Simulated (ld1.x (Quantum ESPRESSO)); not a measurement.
# Pseudopotential generation for indium: TM, LDA (PW92)

Task: generate the file, and judge it by its errors in other configurations, its logarithmic derivatives, its ghosts and its cutoff.

Method: ld1.x (Quantum ESPRESSO) 7.5, LDA (PW92), scalar-relativistic.

## (1) Starting point

Typed settings, in words:

```
element                 : indium (In, Z = 49)
type                    : norm-conserving Troullier–Martins (Kleinman–Bylander form)
frozen core             : [Kr]
valence charge          : 13
reference configuration : 4d10 5s1 5p0 (charge +2)
partial waves           : 5s (bound): rc 1.85 bohr; 5p (bound, empty): rc 2.40 bohr; 4d (bound): rc 1.40 bohr
local potential         : the d channel
core correction         : not asked for
```

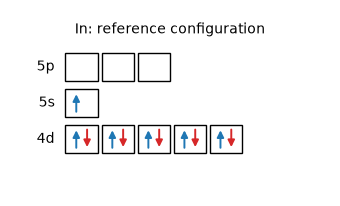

The outer shells as boxes. The arrows follow Hund's rule for the drawing; the calculation itself is spin-unpolarised.

## (2) Generating the potential

Contents of In.in:

```
 &input
   title='In', zed=49., rel=1, dft='PW', iswitch=3,
   config='[Kr] 4d10 5s1 5p0',
   nld=3, rlderiv=2.60, eminld=-5.0, emaxld=5.0, deld=0.02
 /
 &inputp
   pseudotype=2, tm=.true., lloc=2,
   nlcc=.false.,
   file_pseudopw='In.UPF', file_wfcaegen='ae.wfc', file_wfcncgen='nc.wfc', file_beta='beta', file_chi='chi'
 /
3
5S  1  0   1.00   0.00  1.85  1.85  0.0
5P  2  1   0.00   0.00  2.40  2.40  0.0
4D  3  2  10.00   0.00  1.40  1.40  0.0
 &test
   configts(1)='4d10 5s1 5p0'
 /
```

Started as:

```bash
$ ld1.x < In.in > In.out
```

The output, In.out (without the banner and most projector matrices):

```text
     Program LD1 v.7.5
     --------------------------- All-electron run ----------------------------

     In
     scalar relativistic calculation

     atomic number is 49.00
     dft =PW   lsd =0 sic =0 latt =0  beta=0.20 tr2=1.0E-14
     Exchange-correlation= PW
                           (   1   4   0   0   0   0   0)
     mesh =1241 r(mesh) = 100.30140 a.u. xmin = -7.00 dx = 0.01250
     1 Ry =  13.60569312 eV, c = 137.03599908

     n l     nl                  e(Ry)          e(Ha)          e(eV)
     1 0     1S 1( 2.00)     -2038.8163     -1019.4081    -27739.5084
     2 0     2S 1( 2.00)      -306.4717      -153.2358     -4169.7597
     2 1     2P 1( 6.00)      -275.3841      -137.6920     -3746.7910
     3 0     3S 1( 2.00)       -59.2006       -29.6003      -805.4657
     3 1     3P 1( 6.00)       -49.0192       -24.5096      -666.9408
     4 0     4S 1( 2.00)       -10.1189        -5.0594      -137.6746
     4 1     4P 1( 6.00)        -7.0748        -3.5374       -96.2570
     3 2     3D 1(10.00)       -33.1628       -16.5814      -451.2027
     4 2     4D 1(10.00)        -2.7019        -1.3509       -36.7608
     5 0     5S 1( 1.00)        -1.7730        -0.8865       -24.1224
     5 1     5P 1( 0.00)        -1.2143        -0.6072       -16.5217

     final scf error:  7.0E-15 reached in  21 iterations

     Etot =  -11751.038221 Ry,   -5875.519110 Ha, -159881.019906 eV

     Ekin =   12245.160856 Ry,    6122.580428 Ha,  166603.900850 eV
     Encl =  -28361.469504 Ry,  -14180.734752 Ha, -385877.450585 eV
     Eh   =    4672.847791 Ry,    2336.423895 Ha,   63577.333051 eV
     Exc  =    -307.577364 Ry,    -153.788682 Ha,   -4184.803223 eV

     normalization and overlap integrals

     s(1S/1S) =  1.000000  <r> =   0.0297  <r2> =    0.0012  r(max) =   0.0192
     s(2S/2S) =  1.000000  <r> =   0.1286  <r2> =    0.0195  r(max) =   0.1090
     s(2P/2P) =  1.000000  <r> =   0.1122  <r2> =    0.0154  r(max) =   0.0870
     s(3S/3S) =  1.000000  <r> =   0.3492  <r2> =    0.1395  r(max) =   0.3153
     s(3P/3P) =  1.000000  <r> =   0.3476  <r2> =    0.1402  r(max) =   0.3075
     s(4S/4S) =  1.000000  <r> =   0.8475  <r2> =    0.8139  r(max) =   0.7658
     s(4P/4P) =  1.000000  <r> =   0.9211  <r2> =    0.9715  r(max) =   0.8152
     s(3D/3D) =  1.000000  <r> =   0.3246  <r2> =    0.1252  r(max) =   0.2581
     s(4D/4D) =  1.000000  <r> =   1.1672  <r2> =    1.6247  r(max) =   0.9354
     s(5S/5S) =  1.000000  <r> =   2.3216  <r2> =    6.0679  r(max) =   2.0303
     s(5P/5P) =  1.000000  <r> =   2.7996  <r2> =    8.8550  r(max) =   2.4186

     ------------------------ End of All-electron run ------------------------

     --------------------- Generating NC pseudopotential ---------------------

      Generating local pot.: lloc=2, matching radius rcloc =   1.4000

      Wfc   5S  rcut= 1.837  Using Troullier-Martins method

      Wfc   5P  rcut= 2.419  Using Troullier-Martins method

     ------------------- End of pseudopotential generation -------------------

     [... the all-electron block is printed once more ...]


     Computing logarithmic derivative in   2.59075
     Computing logarithmic derivative in   2.59075
     Computing the partial wave expansion
     R is outside the sphere for l=    0 j= 0.00
     R is outside the sphere for l=    1 j= 0.00
       no projector for channel:   2

     ---------------------- Testing the pseudopotential ----------------------

     In
     scalar relativistic calculation

     atomic number is 49.00   valence charge is 13.00
     dft =PW   lsd =0 sic =0 latt =0  beta=0.20 tr2=1.0E-14
     mesh =1241 r(mesh) = 100.30140 xmin = -7.00 dx = 0.01250

     n l     nl             e AE (Ry)        e PS (Ry)    De AE-PS (Ry)
     3 2     4D   1(10.00)       -2.70187       -2.70189        0.00001
     1 0     5S   1( 1.00)       -1.77296       -1.77297        0.00000
     2 1     5P   1( 0.00)       -1.21433       -1.21433        0.00000

     eps = 6.1E-15  iter = 11

     Etot =  -11751.038221 Ry,   -5875.519110 Ha, -159881.019906 eV
     Etotps =  -111.286509 Ry,     -55.643255 Ha,   -1514.130096 eV

     Ekin =      90.173379 Ry,      45.086690 Ha,    1226.871329 eV
     Encl =    -275.662474 Ry,    -137.831237 Ha,   -3750.579030 eV
     Ehrt =      86.702873 Ry,      43.351436 Ha,    1179.652677 eV
     Ecxc =     -13.480758 Ry,      -6.740379 Ha,    -183.415055 eV
     Epseu=       0.980471 Ry,       0.490235 Ha,      13.339983 eV

     ---------------------- End of pseudopotential test ----------------------
```

It took 1.4 s on 1 thread of Neoverse-V2, shared host. This counts the later configuration tests of the new file too.

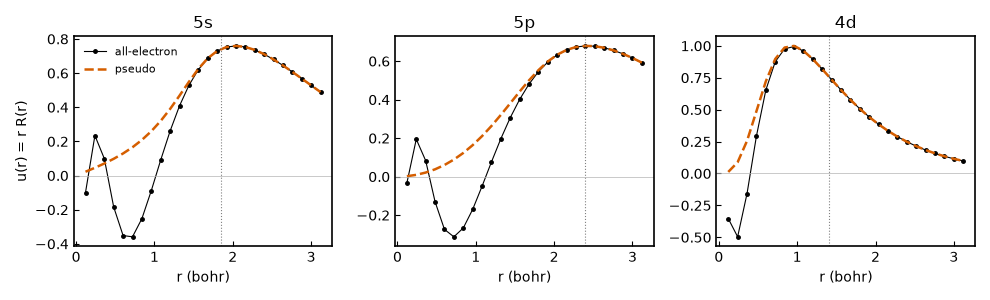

All-electron and pseudo partial waves (5s, 5p, 4d), with the matching radii dotted. The curves join 26 sampled radii, too few to resolve the innermost nodes.

## (3) Testing the new file in other configurations

Contents of In.test.in:

```
 &input
   title='In', zed=49., rel=1, dft='PW', iswitch=2,
   config='[Kr] 4d10 5s1 5p0'
 /
 &test
   file_pseudo='In.UPF', nconf=10,
   configts(1)='4d10 5s1 5p0',
   configts(2)='4d10 5s2 5p1',
   configts(3)='4d10 5s2 5p0',
   configts(4)='4d10 5s0 5p0',
   configts(5)='4d10 5s1 5p2',
   configts(6)='4d9 5s2 5p2',
   configts(7)='4d10 5s2 5p1.3',
   configts(8)='4d10 5s1 5p1',
   configts(9)='4d10 5s1 5p0', lsdts(9)=1,
   configts(10)='4d10 5s2 5p1', lsdts(10)=1
 /
```

Started as:

```bash
$ ld1.x < In.test.in > In.test.out
```

In.test.out, the pseudopotential blocks:

```text
     ---------------------- Testing the pseudopotential ----------------------

     In
     scalar relativistic calculation

     atomic number is 49.00   valence charge is 13.00
     dft =PW   lsd =0 sic =0 latt =0  beta=0.20 tr2=1.0E-14
     mesh =1241 r(mesh) = 100.30140 xmin = -7.00 dx = 0.01250

     n l     nl             e AE (Ry)        e PS (Ry)    De AE-PS (Ry)
     3 2     4D   1(10.00)       -2.70187       -2.70189        0.00002
     1 0     5S   1( 1.00)       -1.77296       -1.77297        0.00000
     2 1     5P   1( 0.00)       -1.21433       -1.21433        0.00000

     eps = 8.2E-15  iter = 15

     Etot =  -11751.038221 Ry,   -5875.519110 Ha, -159881.019906 eV
     Etotps =  -111.286513 Ry,     -55.643257 Ha,   -1514.130145 eV

     Ekin =      90.173375 Ry,      45.086687 Ha,    1226.871268 eV
     Encl =    -275.662473 Ry,    -137.831237 Ha,   -3750.579019 eV
     Ehrt =      86.702873 Ry,      43.351436 Ha,    1179.652677 eV
     Ecxc =     -13.480758 Ry,      -6.740379 Ha,    -183.415055 eV
     Epseu=       0.980471 Ry,       0.490235 Ha,      13.339984 eV

     ---------------------- End of pseudopotential test ----------------------

     ---------------------- Testing the pseudopotential ----------------------

     In
     [...]
     n l     nl             e AE (Ry)        e PS (Ry)    De AE-PS (Ry)
     3 2     4D   1(10.00)       -1.37571       -1.38303        0.00732  !
     1 0     5S   1( 2.00)       -0.62342       -0.62431        0.00089
     2 1     5P   1( 1.00)       -0.19830       -0.19859        0.00029

     eps = 7.1E-16  iter = 17

     Etot =  -11752.893633 Ry,   -5876.446817 Ha, -159906.264080 eV
     Etotps =  -113.143207 Ry,     -56.571604 Ha,   -1539.391755 eV
     dEtot_ae =      -1.855413 Ry
     dEtot_ps =      -1.856694 Ry,   Delta E=       0.001282 Ry

     [...]
     ---------------------- End of pseudopotential test ----------------------

     ---------------------- Testing the pseudopotential ----------------------

     In
     [...]
     n l     nl             e AE (Ry)        e PS (Ry)    De AE-PS (Ry)
     3 2     4D   1(10.00)       -1.92985       -1.93459        0.00474
     1 0     5S   1( 2.00)       -1.12470       -1.12562        0.00092
     2 1     5P   1( 0.00)       -0.63883       -0.63934        0.00051

     eps = 3.4E-15  iter = 23

     Etot =  -11752.482873 Ry,   -5876.241436 Ha, -159900.675402 eV
     Etotps =  -112.731938 Ry,     -56.365969 Ha,   -1533.796154 eV
     dEtot_ae =      -1.444652 Ry
     dEtot_ps =      -1.445425 Ry,   Delta E=       0.000773 Ry

     [...]
     ---------------------- End of pseudopotential test ----------------------

     ---------------------- Testing the pseudopotential ----------------------

     In
     [...]
     n l     nl             e AE (Ry)        e PS (Ry)    De AE-PS (Ry)
     3 2     4D   1(10.00)       -3.53761       -3.53184       -0.00577  !
     1 0     5S   1( 0.00)       -2.45397       -2.45236       -0.00162
     2 1     5P   1( 0.00)       -1.82176       -1.82041       -0.00135

     eps = 2.1E-15  iter = 12

     Etot =  -11748.926184 Ry,   -5874.463092 Ha, -159852.284180 eV
     Etotps =  -109.174855 Ry,     -54.587428 Ha,   -1485.399578 eV
     dEtot_ae =       2.112037 Ry
     dEtot_ps =       2.111658 Ry,   Delta E=       0.000379 Ry

     [...]
     ---------------------- End of pseudopotential test ----------------------

     ---------------------- Testing the pseudopotential ----------------------

     In
     [...]
     n l     nl             e AE (Ry)        e PS (Ry)    De AE-PS (Ry)
     3 2     4D   1(10.00)       -1.49341       -1.50096        0.00755  !
     1 0     5S   1( 1.00)       -0.69670       -0.69740        0.00069
     2 1     5P   1( 2.00)       -0.24920       -0.24940        0.00020

     eps = 5.1E-15  iter = 14

     Etot =  -11752.457134 Ry,   -5876.228567 Ha, -159900.325204 eV
     Etotps =  -112.706127 Ry,     -56.353064 Ha,   -1533.444979 eV
     dEtot_ae =      -1.418913 Ry
     dEtot_ps =      -1.419614 Ry,   Delta E=       0.000701 Ry

     [...]
     ---------------------- End of pseudopotential test ----------------------

     ---------------------- Testing the pseudopotential ----------------------

     In
     [...]
     n l     nl             e AE (Ry)        e PS (Ry)    De AE-PS (Ry)
     3 2     4D   1( 9.00)       -1.78309       -1.81303        0.02995  !
     1 0     5S   1( 2.00)       -0.77283       -0.77340        0.00056
     2 1     5P   1( 2.00)       -0.28253       -0.28094       -0.00158

     eps = 6.5E-15  iter = 20

     Etot =  -11751.554996 Ry,   -5875.777498 Ha, -159888.050999 eV
     Etotps =  -111.786104 Ry,     -55.893052 Ha,   -1520.927432 eV
     dEtot_ae =      -0.516776 Ry
     dEtot_ps =      -0.499591 Ry,   Delta E=      -0.017184 Ry

     [...]
     ---------------------- End of pseudopotential test ----------------------

     ---------------------- Testing the pseudopotential ----------------------

     In
     [...]
     n l     nl             e AE (Ry)        e PS (Ry)    De AE-PS (Ry)
     3 2     4D   1(10.00)       -1.24187       -1.24942        0.00755  !
     1 0     5S   1( 2.00)       -0.49789       -0.49869        0.00081
     2 1     5P   1( 1.30)       -0.08880       -0.08899        0.00019

     eps = 6.2E-15  iter = 14

     Etot =  -11752.936328 Ry,   -5876.468164 Ha, -159906.844966 eV
     Etotps =  -113.185987 Ry,     -56.592993 Ha,   -1539.973803 eV
     dEtot_ae =      -1.898107 Ry
     dEtot_ps =      -1.899474 Ry,   Delta E=       0.001367 Ry

     [...]
     ---------------------- End of pseudopotential test ----------------------

     ---------------------- Testing the pseudopotential ----------------------

     In
     [...]
     n l     nl             e AE (Ry)        e PS (Ry)    De AE-PS (Ry)
     3 2     4D   1(10.00)       -2.04354       -2.04873        0.00519  !
     1 0     5S   1( 1.00)       -1.19752       -1.19809        0.00057
     2 1     5P   1( 1.00)       -0.69849       -0.69873        0.00024

     eps = 7.3E-15  iter = 15

     Etot =  -11751.990717 Ry,   -5875.995358 Ha, -159893.979278 eV
     Etotps =  -112.239375 Ry,     -56.119688 Ha,   -1527.094496 eV
     dEtot_ae =      -0.952496 Ry
     dEtot_ps =      -0.952862 Ry,   Delta E=       0.000366 Ry

     [...]
     ---------------------- End of pseudopotential test ----------------------

     ---------------------- Testing the pseudopotential ----------------------

     In
     [...]
     n l     nl             e AE (Ry)        e PS (Ry)    De AE-PS (Ry)
     3 2     4D   1( 5.00)       -2.70899       -2.71014        0.00115
     1 0     5S   1( 1.00)       -1.80357       -1.80487        0.00129
     2 1     5P   1( 0.00)       -1.24304       -1.24406        0.00102
     3 2     4D   2( 5.00)       -2.69036       -2.68878       -0.00158
     1 0     5S   2( 0.00)       -1.73200       -1.73010       -0.00190
     2 1     5P   2( 0.00)       -1.17429       -1.17279       -0.00149

     eps = 7.7E-15  iter = 16

     Etot =  -11751.055864 Ry,   -5875.527932 Ha, -159881.259962 eV
     Etotps =  -111.304942 Ry,     -55.652471 Ha,   -1514.380879 eV
     dEtot_ae =      -0.017644 Ry
     dEtot_ps =      -0.018429 Ry,   Delta E=       0.000785 Ry

     [...]
     ---------------------- End of pseudopotential test ----------------------

     ---------------------- Testing the pseudopotential ----------------------

     In
     [...]
     n l     nl             e AE (Ry)        e PS (Ry)    De AE-PS (Ry)
     3 2     4D   1( 5.00)       -1.37499       -1.38217        0.00718  !
     1 0     5S   1( 1.00)       -0.63695       -0.63820        0.00125
     2 1     5P   1( 1.00)       -0.21317       -0.21360        0.00043
     3 2     4D   2( 5.00)       -1.36946       -1.37666        0.00720  !
     1 0     5S   2( 1.00)       -0.60236       -0.60267        0.00030
     2 1     5P   2( 0.00)       -0.17571       -0.17570       -0.00001

     eps = 7.4E-15  iter = 17

     Etot =  -11752.902911 Ry,   -5876.451456 Ha, -159906.390312 eV
     Etotps =  -113.152598 Ry,     -56.576299 Ha,   -1539.519518 eV
     dEtot_ae =      -1.864690 Ry
     dEtot_ps =      -1.866085 Ry,   Delta E=       0.001394 Ry

     [...]
     ---------------------- End of pseudopotential test ----------------------
```

Excitation and ionisation energies from 4d10 5s1 5p0, with the error of the potential. Spin-polarised rows fill open shells by Hund's rule and count from the unpolarised reference.

| valence configuration | charge | ΔE all-electron (eV) | error AE − PS (meV) |
| --- | --- | --- | --- |
| 4d10 5s2 5p1 | 0 | -25.244 | +17 |
| 4d10 5s2 5p0 | +1 | -19.655 | +11 |
| 4d10 5s0 5p0 | +3 | 28.736 | +5.2 |
| 4d10 5s1 5p2 | 0 | -19.305 | +9.5 |
| 4d9 5s2 5p2 | 0 | -7.031 | -234 |
| 4d10 5s2 5p1.3 | -0.3 | -25.825 | +19 |
| 4d10 5s1 5p1 | +1 | -12.959 | +5.0 |
| 4d10 5s1 5p0 (spin-polarised) | +2 | -0.240 | +11 |
| 4d10 5s2 5p1 (spin-polarised) | 0 | -25.370 | +19 |

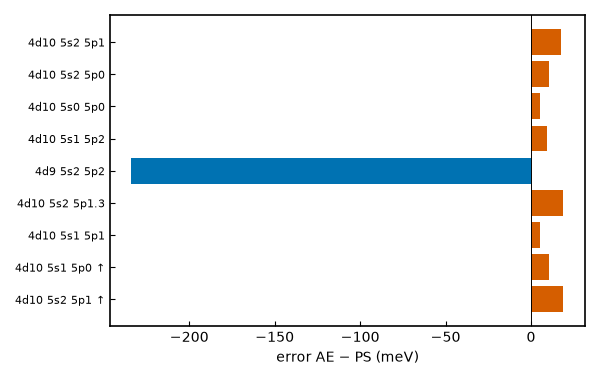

Error of the potential in each test configuration; ↑ marks spin-polarised tests.

## (4) Does it scatter like the atom?

Taken from the files of the generation run. The phase is arctan(r·u′/u) with u = r·R, unwrapped, with energies in Ry. A pole is an energy at which the radial function vanishes at the test radius. The pseudo phase is shifted by a multiple of π to meet the all-electron one at the reference energy. Levels narrower than the energy grid can be missing from the poles. The last column is the largest difference on the grid between −1 and +1 Ry.

| channel | radius (bohr) | reference (Ry) | poles AE | poles PS | window around the reference with phases within 0.05 rad (Ry) | largest difference near zero (rad) |
| --- | --- | --- | --- | --- | --- | --- |
| s | 2.59 | -1.77 | -0.25 | -0.32, 4.20 | below 1.1 | 0.044 |
| p | 2.59 | -1.21 | 1.02 | 0.94 | below 2.7 | 0.009 |
| d | 2.59 | -2.70 | -2.59, 3.35 | -2.59, 3.36 | the whole range | 0.006 |

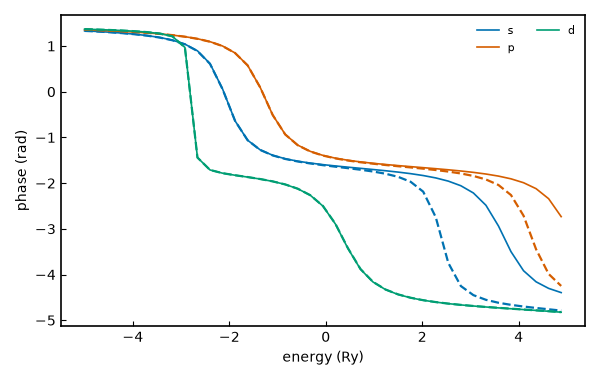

Phases by channel: all-electron solid, pseudo dashed.

## (5) Plane-wave convergence, by spherical Bessel functions

This step uses the generator's waves and projectors in a separate script. Basis: spherical Bessel functions vanishing at 20 bohr, q² up to the cutoff; potential fixed at the reference.

All-electron valence levels (Ry): 5s -1.7730, 5p -1.2143, 4d -2.7019. The lowest levels of each channel (Ry) by cutoff; the last column sums, over occupied levels, occupation times the distance from the level at 400 Ry. A positive value at high cutoff is not a bound level.

```csv
cutoff (Ry),s #1,s #2,p #1,p #2,d #1,f #1,Σ f·Δε (mRy)
8,-2.8914,-1.7522,-1.2096,-0.4651,-1.0401,-0.2966,16639.1
12,-6.3041,-1.7555,-1.2134,-0.4654,-1.2883,-0.2976,14153.7
21,-10.9108,-1.7697,-2.0740,-1.2136,-1.8358,-0.2985,8664.4
30,-12.3092,-1.7721,-3.9836,-1.2143,-2.2085,-0.2989,4934.4
45,-12.9034,-1.7726,-4.9897,-1.2143,-2.5752,-0.2991,1267.2
55,-12.9645,-1.7729,-5.1467,-1.2143,-2.6638,-0.2992,381.2
80,-12.9789,-1.7729,-5.2270,-1.2143,-2.7003,-0.2992,15.7
90,-12.9791,-1.7730,-5.2278,-1.2143,-2.7016,-0.2992,2.8
100,-12.9797,-1.7730,-5.2279,-1.2143,-2.7017,-0.2992,1.7
140,-12.9816,-1.7730,-5.2286,-1.2143,-2.7018,-0.2992,0.5
180,-12.9817,-1.7730,-5.2289,-1.2143,-2.7019,-0.2992,0.1
400,-12.9817,-1.7730,-5.2289,-1.2143,-2.7019,-0.2992,0.0
```

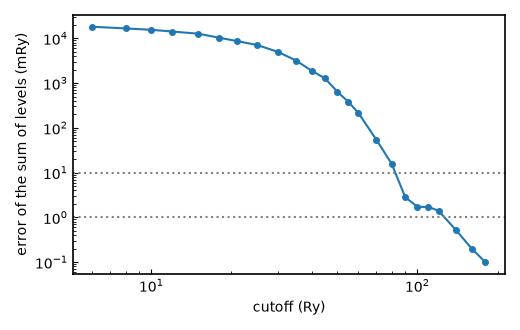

Occupation-weighted error of the valence levels against the cutoff; the dotted lines mark 10 and 1 mRy.

The sum stays within 10 mRy from 90 Ry and within 1 mRy from 140 Ry. The sum leaves out empty levels, which can need more. Ghost test: ghost states, bound below the all-electron valence or empty levels of the same l: s at -176.6 eV, p at -71.1 eV.

## (6) Summary of results

| quantity | value |
| --- | --- |
| cutoffs for 10 and 1 mRy, occupied levels | 90 Ry and 140 Ry |
| bound ghosts | s at -176.62 eV, p at -71.14 eV |
| largest test error (AE − PS), unpolarised tests | -234 meV, for 4d9 5s2 5p2 |
| largest phase difference near zero energy, channels read | 0.044 rad |

In words: A bound ghost (s, p) makes it unfit for use: electrons can fall into a state that the atom doesn't have. The worst unpolarised test, 4d9 5s2 5p2, is off by 234 meV on 7.0 eV; by total energies transferability rates as poor. The potential is hard: the looser tolerance needs 90 Ry. The slowest occupied level is 4d: taken alone it needs 90 Ry to come within 1 mRy, against 30 Ry for 5s. Near zero energy the largest phase difference among the channels read is 0.04 rad, in the s channel. These are tests on the free atom; a crystal test is still owed.
